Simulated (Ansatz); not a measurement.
Reaction (SMILES): CCl (CH3-Cl) → [CH2]Cl (CH2-Cl) + H atom
B3LYP-D3(BJ)/def2-TZVP geometries, fixed; electronic energies without zero-point terms.
Largest species:
```
C
H 1 1.0858
H 1 1.0858 2 110.57
H 1 1.0858 2 110.57 3 -122.80
Cl 1 1.7944 2 108.35 3 118.60
```

Basis-set convergence of the bond dissociation energy at HF with Ansatz (a first-principles code). Cartesian d functions, on some or all atoms, in 6-31G*, 6-31+G*, 6-311+G**; all else is spherical. Open shells are unrestricted. No added dispersion term, no relativity. Functions are those of the species that has most. Reference: the value in pcseg-4, 82.90 kcal/mol, itself unsure by roughly 0.02 kcal/mol (its mean distance from aug-pcseg-3, aug-cc-pV(Q+d)Z, cc-pV(5+d)Z). Deviations are taken from unrounded values.

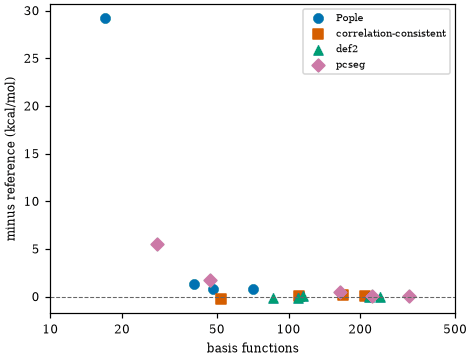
Figure: Deviation from the reference against the number of basis functions, by family of sets.

| basis | functions | bond dissociation energy (kcal/mol) | minus reference (kcal/mol) |
|---|---|---|---|
| STO-3G | 17 | 112.11 | 29.21 |
| pcseg-0 | 28 | 88.37 | 5.48 |
| 6-31G* | 40 | 84.18 | 1.28 |
| pcseg-1 | 47 | 84.59 | 1.69 |
| 6-31+G* | 48 | 83.70 | 0.81 |
| cc-pV(D+d)Z | 52 | 82.59 | -0.30 |
| 6-311+G** | 71 | 83.73 | 0.83 |
| def2-TZVP | 86 | 82.71 | -0.18 |
| def2-TZVPD | 110 | 82.76 | -0.14 |
| cc-pV(T+d)Z | 111 | 82.97 | 0.07 |
| def2-TZVPP | 115 | 82.91 | 0.01 |
| aug-pcseg-2 | 165 | 83.32 | 0.43 |
| aug-cc-pV(T+d)Z | 170 | 83.02 | 0.12 |
| cc-pV(Q+d)Z | 209 | 82.90 | 0.01 |
| def2-QZVPP | 217 | 82.89 | -0.01 |
| pcseg-3 | 223 | 82.98 | 0.08 |
| def2-QZVPPD | 241 | 82.89 | 0.00 |
| aug-pcseg-3 | 321 | 82.95 | 0.05 |
